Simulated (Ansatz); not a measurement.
# F2 (fluorine): BCCD(T)/cc-pVTZ

What is the electronic atomisation energy of F2 (fluorine) at BCCD(T)/cc-pVTZ? 

The calculation is run with Ansatz 0.2.0.

18 further runs of the same task are left out: 18 set aside as unsound or not needed.

### 1 The structure to begin with

F2: 2 atoms, total charge 0, spin state singlet. SMILES: `FF`. Geometry: relaxed at PBE0-D4/def2-TZVP.

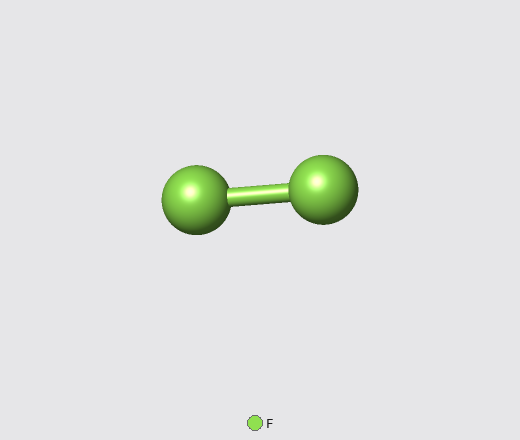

Viewed from a chosen angle; fluorine green.

### 2 A single-point energy at BCCD(T)/cc-pVTZ

Contents of molecule.yaml:

```yaml
crystal:
  periodic: [false, false, false]
  atoms:
    - {symbol: F, position_ang: [-0.583900, 0.212400, -0.295000]}
    - {symbol: F, position_ang: [0.583900, -0.212400, 0.295000]}
basis:
  gaussian:
    orbitals: cc-pVTZ
correlation:
  method: bccd_t
  frozen_orbitals: {F: 1}
accuracy: high
scf:
  omitted_lower_state_checks: [cluster_reference, increment]
```

On the command line:

```sh
$ ansatz run molecule.yaml --threads 1 --pin off --max-ram 3480MiB --events-out events.jsonl --progress --plain --runs-dir runs
```

The log of the run:

```text
Warning: RAYON_NUM_THREADS=1 ignored (pool sized by the plan → 1); use --threads N
Functional definition: HF
  name "HF"
  exchange = exact_x
  correlation = 0
these checks for a lower state are left out or cut short: cluster_reference, increment
852 factors; integrals over basis functions are off by at most 2.5e-9 eV
mean field evaluation 1: about -5407.8479 eV, gradient 2.1e1 eV
mean field evaluation 2: about -5407.8621 eV, gradient 2.1e1 eV
mean field evaluation 4: about -5408.4245 eV, gradient 1.1e0 eV
mean field evaluation 8: about -5408.4266 eV, gradient 7.9e-4 eV
mean field -5408.42664666 eV, -198.7560133014 hartree, gradient 4.5e-8 eV, S^2 0.000000; 0 other end points of the search recorded, 0 dependent functions left out; unrestricted orbitals would lower it
2 core orbitals not correlated: weight in the atoms' cores, before any rotation towards them, 1.000 or more for the frozen orbitals, at most 0.000 for the correlated occupied ones
reference -5408.42664666 eV, -198.7560133014 hartree; 7, 7 occupied and 51, 51 virtual orbitals, 852 factors
second order -14.10330238 eV of doubles, -0.00000000 eV of singles
cycle   1  -13.79457722 eV  change    3.1e-1 eV  update   6.6e-2
cycle   2  -14.13150071 eV  change   -3.4e-1 eV  update   2.2e-2
cycle   3  -14.18055956 eV  change   -4.9e-2 eV  update   9.1e-3
cycle   4  -14.17979014 eV  change    7.7e-4 eV  update   2.1e-3
cycle   5  -14.18149675 eV  change   -1.7e-3 eV  update   8.7e-4
cycle   6  -14.18197562 eV  change   -4.8e-4 eV  update   3.4e-4
cycle   7  -14.18162583 eV  change    3.5e-4 eV  update   1.3e-4
cycle   8  -14.18165695 eV  change   -3.1e-5 eV  update   3.8e-5
cycle   9  -14.18164604 eV  change    1.1e-5 eV  update   1.1e-5
cycle  10  -14.18165503 eV  change   -9.0e-6 eV  update   2.6e-6
cycle  11  -14.18165962 eV  change   -4.6e-6 eV  update   5.8e-7
cycle  12  -14.18165870 eV  change    9.2e-7 eV  update   1.1e-7
cycle  13  -14.18165900 eV  change   -3.0e-7 eV  update   4.9e-8
cycle  14  -14.18165890 eV  change    9.2e-8 eV  update   4.1e-8
cycle  15  -14.18165883 eV  change    7.2e-8 eV  update   1.8e-8
cycle  16  -14.18165654 eV  change    2.3e-6 eV  update   2.7e-7
cycle  17  -14.18165685 eV  change   -3.0e-7 eV  update   9.3e-8
cycle  18  -14.18165652 eV  change    3.3e-7 eV  update   5.1e-8
cycle  19  -14.18165646 eV  change    6.4e-8 eV  update   1.7e-8
cycle  20  -14.18165645 eV  change    1.2e-8 eV  update   7.6e-9
cycle  21  -14.18165648 eV  change   -3.4e-8 eV  update   5.5e-9
cycle  22  -14.18165649 eV  change   -1.4e-8 eV  update   3.3e-9
cycle  23  -14.18165649 eV  change    1.2e-9 eV  update  9.4e-10
perturbative correction -0.48822244 eV, -0.0179418436 hartree
Total energy: -5423.09652559 eV, -199.2951214085 hartree
Checks for a lower state left out: cluster_reference, increment
```

Run time: 3.9 s. Hardware: 1 thread of Intel Xeon Platinum 8488C (Sapphire Rapids), shared host; peak memory 0.22 GiB.

### 3 The F atom, same level

Contents of in.yaml:

```yaml
crystal:
  periodic: [false, false, false]
  atoms:
    - {symbol: F, position_ang: [0.000000, 0.000000, 0.000000]}
basis:
  gaussian:
    orbitals: cc-pVTZ
magnetization:
  spin_polarized: true
  initial_magnetization: 1
correlation:
  method: bccd_t
  frozen_orbitals: {F: 1}
accuracy: high
scf:
  omitted_lower_state_checks: [cluster_reference, increment]
```

Run the same way, it converges to -99.62036 Eh (log not shown).

### 4 What came out

At BCCD(T)/cc-pVTZ, 2 core orbitals frozen:

```
                                             quantity          value
                               molecule: total energy  -199.29512 Eh
molecule: correlation energy (2 core orbitals frozen)     -539.1 mEh
                             molecule: (T) correction     -17.94 mEh
                                 F atom: total energy   -99.62036 Eh
   F atom: correlation energy (1 core orbital frozen)     -214.8 mEh
                               F atom: (T) correction      -3.73 mEh
            F atom: ⟨S²⟩ of the reference determinant          0.753
                        electronic atomisation energy       1.480 eV
```

**Reading.** Taking the molecule apart into free atoms costs 1.48 eV (34 kcal/mol), before zero-point energy and without spin-orbit coupling. The restricted solution (molecule) is unstable to spin breaking: an unrestricted one lies lower. The triples (molecule) make up 3.3 % of the correlation energy. The triples (F atom) make up 1.7 % of the correlation energy.
